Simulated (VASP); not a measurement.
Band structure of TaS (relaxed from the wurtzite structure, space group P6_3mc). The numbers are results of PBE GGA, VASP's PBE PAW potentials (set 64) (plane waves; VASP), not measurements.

Unless said otherwise, spin-orbit coupling is left out, though it shifts the bands of the heavy elements here.

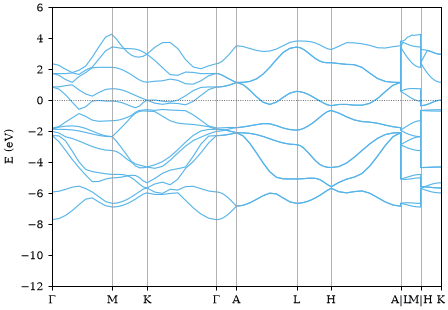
Figure. Bands along high-symmetry lines, zero at the valence-band maximum or, without a gap, the Fermi level

Read the plot: is there a gap, and where are the band edges?

It has no gap at this level: it comes out as a metal or semimetal. (Edges off the drawn lines would not show.)

The structure was generated: TaS was put into the wurtzite type (P6_3mc), which need not be its known phase. It was relaxed first, which changed the volume by -44 %.
